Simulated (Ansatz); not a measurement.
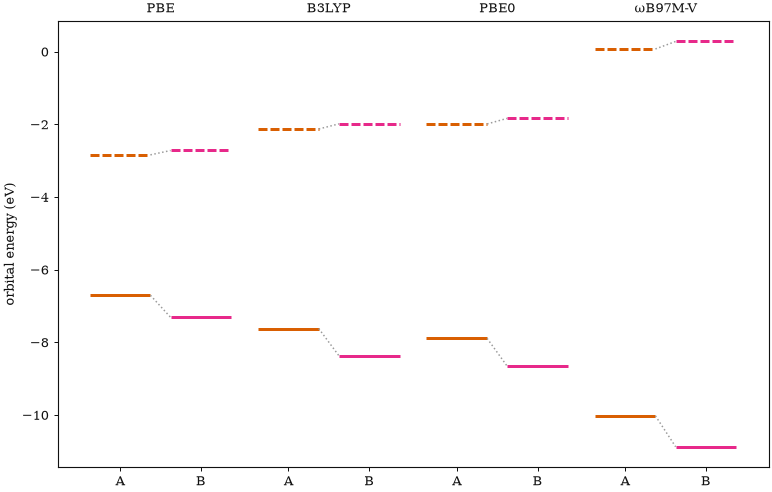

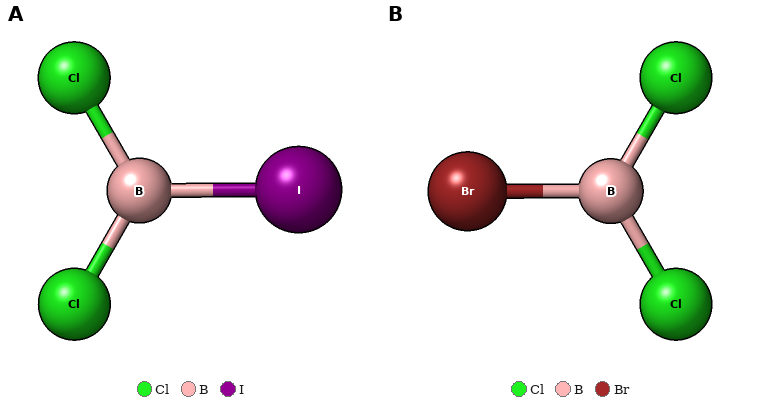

One change: A, BICl₂ (SMILES ClB(Cl)I), becomes B, BBrCl₂ (SMILES ClB(Cl)Br). I on B is replaced by Br. HOMO (solid) and LUMO (dashed) computed in def2-TZVPP at PBE0-D4/def2-TZVP geometries, both minima by their frequencies, gas phase, the Ansatz code. Empty levels above zero depend strongly on the basis.

> What does the change do to HOMO and LUMO?

PBE: the HOMO falls by 0.61 eV, the LUMO rises by 0.12 eV, and the separation goes from 3.87 to 4.59 eV. B3LYP: the HOMO falls by 0.75 eV, the LUMO rises by 0.14 eV, and the separation goes from 5.49 to 6.38 eV. PBE0: the HOMO falls by 0.77 eV, the LUMO rises by 0.16 eV, and the separation goes from 5.90 to 6.83 eV. ωB97M-V: the HOMO falls by 0.85 eV, the LUMO rises by 0.21 eV, and the separation goes from 10.10 to 11.15 eV.

> Do the functionals agree on the effect?

They agree on the direction for both levels; the HOMO shift lies between −0.85 and −0.61 eV and the LUMO shift between 0.12 and 0.21 eV, while the separations themselves differ by up to 6.6 eV between functionals.

Known limits of this run: core potentials past krypton; spin-orbit coupling is left out, and with I it can shift these values.
